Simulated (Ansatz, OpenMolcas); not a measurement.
## ZrCl4 (zirconium tetrachloride): methods side by side

The species is ZrCl4 (5 atoms), meant as a singlet with charge 0. As SMILES, `Cl[Zr](Cl)(Cl)Cl`. The coordinates come from a PBE0-D4/def2-TZVP relaxation.

```xyz
5

Cl   -0.1100   -0.2308    2.3018
Zr    0.0000    0.0000    0.0000
Cl    1.5454   -1.4992   -0.8533
Cl   -2.0817   -0.4301   -0.9193
Cl    0.6463    2.1601   -0.5293
```

Each level gives the energy change with the Zr2–Cl4 bond stretched from 2.316 to 2.663 Å (eV). The values are calculated.

| level | kind | program | value (eV) |
| --- | --- | --- | --- |
| HF/def2-SVP (core potential) (restricted) | Hartree–Fock | OpenMolcas | 0.51 |
| BLYP/def2-SVP (core potential) (restricted) | GGA | OpenMolcas | 0.43 |
| r2SCAN/def2-SVP (core potential) (restricted) | meta-GGA | Ansatz | 0.56 |
| B3LYP/def2-SVP (core potential) (restricted) | global hybrid | OpenMolcas | 0.52 |
| BHLYP/def2-SVP (core potential) (restricted) | global hybrid | Ansatz | 0.59 |
| PBE0/def2-SVP (core potential) (restricted) | global hybrid | OpenMolcas | 0.60 |
| CAM-B3LYP/def2-SVP (core potential) (restricted) | range-separated hybrid | Ansatz | 0.61 |
| RPA@PBE0/def2-SVP (core potential) (restricted) | RPA | Ansatz | 0.60 |

The first shape isn't each level's own minimum. The values span 0.43 to 0.61 eV.

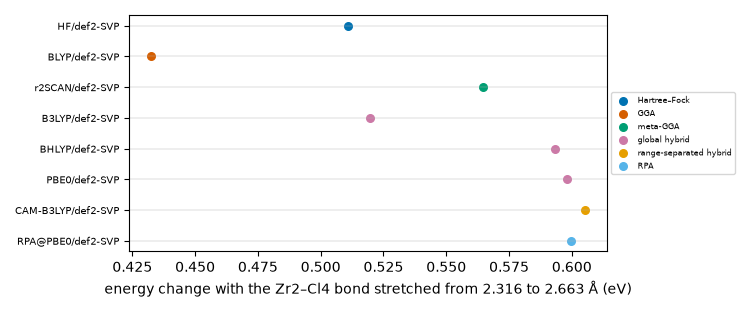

The values of the table, level by level.
